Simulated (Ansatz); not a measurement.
**GeH3O2 (SMILES [O][GeH2][OH]) at UCAM-B3LYP/cc-pVDZ**

What is the energy change on altering one bond length of GeH3O2 at UCAM-B3LYP/cc-pVDZ? 

The results are computed with Ansatz 0.2.0.

55 further runs of the same task are left out: 55 set aside as unsound or not needed. Runs told in other sessions of the task aren't counted.

### 1 Starting point

GeH3O2: 6 atoms, total charge 0, spin state doublet. SMILES: `[O][GeH2][OH]`. The shape is that of a PBE0-D4/def2-TZVP optimisation. This is one conformer, not always the lowest.

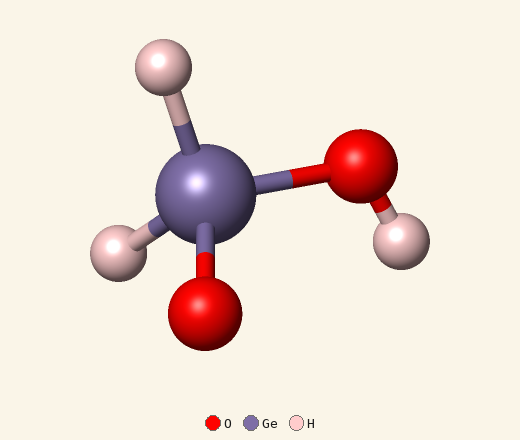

The structure, seen from a chosen angle (oxygen red, germanium purple, hydrogen pink).

### 2 A single-point energy at UCAM-B3LYP/cc-pVDZ

Input file molecule.yaml:

```yaml
crystal:
  periodic: [false, false, false]
  atoms:
    - {symbol: O, position_ang: [-1.694000, -0.455900, 0.556900]}
    - {symbol: Ge, position_ang: [-0.249900, 0.168600, -0.295800]}
    - {symbol: O, position_ang: [1.186300, 0.124100, 0.735000]}
    - {symbol: H, position_ang: [-0.134800, -0.795800, -1.489800]}
    - {symbol: H, position_ang: [-0.447300, 1.647000, -0.628900]}
    - {symbol: H, position_ang: [1.381600, -0.751900, 1.076400]}
basis:
  gaussian: {orbitals: cc-pVDZ}
output: {orbitals: {seedname: orbitals}}
total_charge: 0
hamiltonian: {xc: {name: CAM-B3LYP}}
accuracy: high
magnetization: {spin_polarized: true, initial_magnetization: 1}
```

Started as:

```console
$ ansatz run molecule.yaml --threads 1 --pin off --max-ram 2610MiB --events-out events.jsonl --progress --plain --runs-dir runs
```

The program printed:

```text
Warning: RAYON_NUM_THREADS=1 ignored (pool sized by the plan → 1); use --threads N
Functional definition: CAM-B3LYP
  name "CAM-B3LYP"
  parameter alpha = 0.19
  parameter beta = 0.46
  parameter omega = 0.33/bohr
  parameter ac = 0.81
  exchange = (1 - alpha - beta)*b88_x + beta*b88_x_sr(omega) + alpha*exact_x + beta*exact_x_lr(omega)
  correlation = (1 - ac)*vwn5_c + ac*lyp_c
1529 factors; integrals over basis functions are off by at most 4.5e-9 eV
308 factors; integrals over basis functions are off by at most 1.7e-9 eV
mean field evaluation 1: about -60651.0048 eV, gradient 4.7e1 eV
mean field evaluation 2: about -60632.3885 eV, gradient 8.2e1 eV
mean field evaluation 4: about -60660.4133 eV, gradient 8.5e0 eV
mean field evaluation 8: about -60660.8699 eV, gradient 1.9e-1 eV
mean field evaluation 16: about -60660.8724 eV, gradient 3.6e-2 eV
mean field evaluation 32: about -60660.8738 eV, gradient 5.7e-5 eV
mean field -60660.87376764 eV, -2229.2459935438 hartree, gradient 4.0e-8 eV, S^2 0.753341; 2 other end points of the search recorded, 0 dependent functions left out
reference -60660.87378436 eV, -2229.2459941580 hartree; 26, 25 occupied and 44, 45 virtual orbitals, 1529 factors
Total energy: -60660.87378436 eV, -2229.2459941580 hartree
```

Wall time 7.8 s (1 thread of AMD EPYC 9R45 (Zen 5), shared host); peak memory 0.36 GiB.

### 3 The distorted shape, same level

Input file in.yaml:

```yaml
basis:
  gaussian: {orbitals: cc-pVDZ}
crystal:
  periodic: [false, false, false]
  atoms:
    - symbol: O
      position_ang: [-3.417476, -0.402499, -0.680086]
    - symbol: Ge
      position_ang: [-1.973376, 0.222001, -1.532786]
    - symbol: O
      position_ang: [1.186300, 0.124100, 0.735000]
    - symbol: H
      position_ang: [-1.858276, -0.742399, -2.726786]
    - symbol: H
      position_ang: [-2.170776, 1.700401, -1.865886]
    - symbol: H
      position_ang: [1.381600, -0.751900, 1.076400]
magnetization: {spin_polarized: true, initial_magnetization: 1}
hamiltonian: {xc: {name: CAM-B3LYP}}
accuracy: high
output: {orbitals: {seedname: orbitals}}
```

Started as:

```console
$ ansatz run in.yaml --threads 1 --pin off --max-ram 2610MiB --events-out events.jsonl --progress --plain --runs-dir runs
```

The program printed, shortened:

```text
Warning: RAYON_NUM_THREADS=1 ignored (pool sized by the plan → 1); use --threads N
[... 2 set-up lines as earlier in the session ...]
[...]
1417 factors; integrals over basis functions are off by at most 1.3e-8 eV
342 factors; integrals over basis functions are off by at most 2.1e-9 eV
[...]
mean field -60657.08151201 eV, -2229.1066307197 hartree, gradient 2.9e-8 eV, S^2 1.113658; 10 other end points of the search recorded, 0 dependent functions left out
reference -60657.08153074 eV, -2229.1066314083 hartree; 26, 25 occupied and 44, 45 virtual orbitals, 1417 factors
Total energy: -60657.08153074 eV, -2229.1066314083 hartree
```

Run time: 19 s. Hardware: 1 thread of AMD EPYC 9R45 (Zen 5), shared host; peak memory 0.44 GiB.

### 4 Outcome

Level: UCAM-B3LYP/cc-pVDZ.

```
                                                          quantity           value
                                         first shape: total energy  -2229.24599 Eh
                   first shape: HOMO energy (highest over α and β)        -9.88 eV
                    first shape: LUMO energy (lowest over α and β)        -2.74 eV
                                                 first shape: ⟨S²⟩           0.753
                                     distorted shape: total energy  -2229.10663 Eh
               distorted shape: HOMO energy (highest over α and β)        -8.56 eV
                distorted shape: LUMO energy (lowest over α and β)        -2.71 eV
                                             distorted shape: ⟨S²⟩           1.114
energy change with the Ge2–O3 bond stretched from 1.768 to 3.891 Å        3.792 eV
```

**Reading.** With the Ge2–O3 bond stretched from 1.768 to 3.891 Å the energy rises by 3.79 eV (87 kcal/mol). The first shape isn't relaxed at this level, so the change isn't measured from a minimum. ⟨S²⟩ (distorted shape) is 1.11 where a pure doublet has 0.75: the reference is spin-contaminated.
